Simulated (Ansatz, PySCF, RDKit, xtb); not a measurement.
C2H4 (SMILES C=C) and H4OSi (SMILES O[SiH3]) are pulled apart as rigid monomers along the line of their centres of mass, from the B3LYP-D3(BJ)/def2-TZVP minimum. Starting geometry (charge 0, multiplicity 1):
```json
[
 {"atom": "C", "x (Å)": "-0.3552", "y (Å)": "-0.4689", "z (Å)": "-0.0182"},
 {"atom": "C", "x (Å)": "0.4663", "y (Å)": "0.5705", "z (Å)": "0.0029"},
 {"atom": "H", "x (Å)": "-1.1645", "y (Å)": "-0.5394", "z (Å)": "-0.7351"},
 {"atom": "H", "x (Å)": "-0.2469", "y (Å)": "-1.2837", "z (Å)": "0.6863"},
 {"atom": "H", "x (Å)": "1.2720", "y (Å)": "0.6355", "z (Å)": "0.7235"},
 {"atom": "H", "x (Å)": "0.3667", "y (Å)": "1.3942", "z (Å)": "-0.6938"},
 {"atom": "O", "x (Å)": "0.6943", "y (Å)": "-0.9615", "z (Å)": "3.1659"},
 {"atom": "Si", "x (Å)": "-0.3191", "y (Å)": "0.2315", "z (Å)": "3.7074"},
 {"atom": "H", "x (Å)": "1.5662", "y (Å)": "-1.0299", "z (Å)": "3.5617"},
 {"atom": "H", "x (Å)": "-0.4201", "y (Å)": "0.2004", "z (Å)": "5.1887"},
 {"atom": "H", "x (Å)": "-1.6363", "y (Å)": "-0.0423", "z (Å)": "3.1053"},
 {"atom": "H", "x (Å)": "0.1543", "y (Å)": "1.5782", "z (Å)": "3.3077"}
]
```

Interaction energies with rigid monomers; basis-set methods are counterpoise corrected unless marked otherwise.

Correlated levels freeze the cores. Rows in 3-21G, 6-31G* carry no dispersion term and start afresh at each structure (6-31G* with six Cartesian d functions).

Codes used: Ansatz (Gaussian orbitals); PySCF for 3-21G rows, 6-31G* rows; RDKit for the force fields; xtb for the GFN methods. 

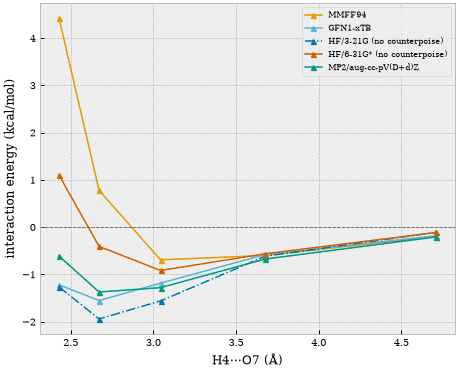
Figure. Interaction energy against separation

Q: Which level binds most strongly at H4···O7 = 2.67, and by how much?

A: HF/3-21G (no counterpoise), -1.9 kcal/mol.

Ansatz is an electronic-structure program.
